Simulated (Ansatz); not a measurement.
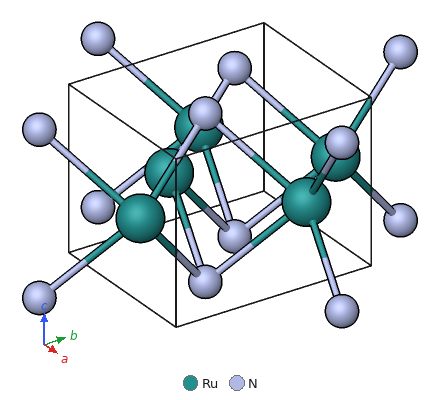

The structure; the drawing may span several cells.

Structure (in its standard cell), coordinates from a relaxation with DFT PBE, scalar-relativistic, plane waves, PAW (Ansatz); the starting structure was generated, so it need not be a known form of this composition:

```cif
data_structure
_symmetry_space_group_name_H-M 'P 1'
_symmetry_Int_Tables_number 1
_cell_length_a 4.8278
_cell_length_b 4.8278
_cell_length_c 2.7426
_cell_angle_alpha 90.000
_cell_angle_beta 90.000
_cell_angle_gamma 120.000
_cell_volume 55.36
loop_
_atom_site_label
_atom_site_type_symbol
_atom_site_fract_x
_atom_site_fract_y
_atom_site_fract_z
_atom_site_occupancy
Ru1 Ru 0.33209 0.33209 0.50000 1
Ru2 Ru 0.66791 0.00000 0.50000 1
Ru3 Ru 0.00000 0.66791 0.50000 1
N1 N 0.33333 0.66667 0.00000 1
N2 N 0.66667 0.33333 0.00000 1
```

> What does the kinematic electron diffraction pattern along [100] look like at 300 kV (B = 0.8 Å²)?

The spots form a rectangular net whose two shortest vectors correspond to d = 4.18 Å and 2.74 Å, 90.0° apart. They are 0 1 0 (weak) and 0 0 1. The pattern has symmetry 2mm. No reflection of this zone is absent.

Strongest reflections with d > 1.11 Å, one of each family (|F|² from tabulated Gaussian fits of the electron scattering factors, times a small damping for the curvature of the Ewald sphere):

| hkl | d (Å) | I (strongest = 100) |
| --- | --- | --- |
| 0 0 1 | 2.743 | 100 |
| 0 3 0 | 1.394 | 52 |
| 0 0 2 | 1.371 | 50 |
| 0 3 1 | 1.242 | 19 |
| 0 1 0 | 4.181 | 2 |
| 0 1 1 | 2.293 | 1 |

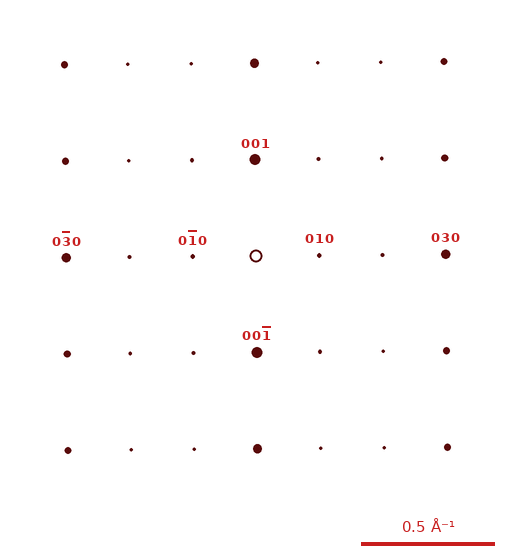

Calculated pattern, seen from the source side with [100] pointing towards the source.
